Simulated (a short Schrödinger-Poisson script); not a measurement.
System: MOS inversion layer, Si3N4 on p-type Ge(111), at 300 K.

| layer | material | thickness (nm) | Na (cm⁻³) |
|---|---|---|---|
| 1 | Si3N4 | 3.9 | - |
| 2 | Ge | 550 | 5.6e17 |

Constants are typed, rounded textbook-type inputs, not results; the design itself was drawn at random and stands for no fabricated device. Si3N4: permittivity 7.5, conduction-band edge (eV) 1.9, gap (eV) 5.1, electron mass (mₑ) 0.5. Ge: permittivity 16, conduction-band edge (eV) 0, gap (eV) 0.664, Nv at 300 K (cm⁻³) 6e18.

Channel valleys (confinement mass, in-plane density-of-states mass, number): L1 1.59, 0.08, 1; L3 0.09, 0.34, 3. At the gate the conduction-band edge of layer 1 lies 2.2 eV − eVg above the Fermi level of the channel; the field vanishes at the back. Gaps are held at their typed values at every temperature. Mesh 0.03 nm at interfaces.

Solved with a short Schrödinger-Poisson script written for these runs: 1D Poisson equation in equilibrium, electrons quantum, Hartree (BenDaniel-Duke, 12 states a valley, the channel's in-plane mass for all, wave functions free to enter the dielectric), parabolic valleys, classical holes, full ionisation, no traps, pinning or gate leakage.

Only gate voltages with over 1e8 electrons/cm² are shown.

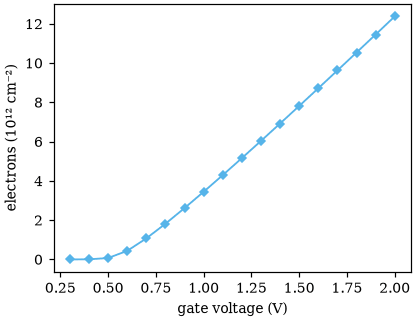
Figure: Sheet density against gate voltage

| Vg (V) | electrons (cm⁻²) | C (μF/cm²) | L1 E0 (meV) | L1 E1 (meV) | L3 E0 (meV) | L3 E1 (meV) |
|---|---|---|---|---|---|---|
| 0.3 | 2.41e8 | 0.326 | 236.4 | 274.3 | 297.0 | 389.1 |
| 0.4 | 4.46e9 | 0.318 | 158.5 | 199.2 | 223.0 | 323.0 |
| 0.5 | 7.19e10 | 0.507 | 84.4 | 127.7 | 152.4 | 259.2 |
| 0.6 | 4.37e11 | 0.961 | 34.3 | 80.7 | 106.1 | 217.9 |
| 0.7 | 1.07e12 | 1.18 | 6.5 | 56.6 | 82.4 | 198.0 |
| 0.8 | 1.82e12 | 1.27 | -12.3 | 41.7 | 67.8 | 186.7 |
| 0.9 | 2.62e12 | 1.32 | -27.0 | 31.0 | 57.2 | 179.3 |
| 1 | 3.45e12 | 1.36 | -39.5 | 22.5 | 48.9 | 174.0 |
| 1.1 | 4.30e12 | 1.38 | -50.5 | 15.5 | 41.9 | 170.0 |
| 1.2 | 5.16e12 | 1.40 | -60.5 | 9.5 | 35.8 | 166.9 |
| 1.3 | 6.04e12 | 1.41 | -69.8 | 4.3 | 30.5 | 164.4 |
| 1.4 | 6.92e12 | 1.43 | -78.4 | -0.4 | 25.6 | 162.4 |
| 1.5 | 7.82e12 | 1.44 | -86.6 | -4.6 | 21.2 | 160.9 |
| 1.6 | 8.72e12 | 1.45 | -94.3 | -8.5 | 17.1 | 159.6 |
| 1.7 | 9.62e12 | 1.46 | -101.7 | -12.0 | 13.3 | 158.5 |
| 1.8 | 1.05e13 | 1.46 | -108.7 | -15.3 | 9.7 | 157.7 |
| 1.9 | 1.15e13 | 1.47 | -115.5 | -18.3 | 6.3 | 157.0 |
| 2 | 1.24e13 | 1.48 | -122.1 | -21.2 | 3.0 | 156.4 |

Subbands count from the Fermi level.

Only the L valleys are kept; under strong confinement the Δ valleys of Ge fill too.
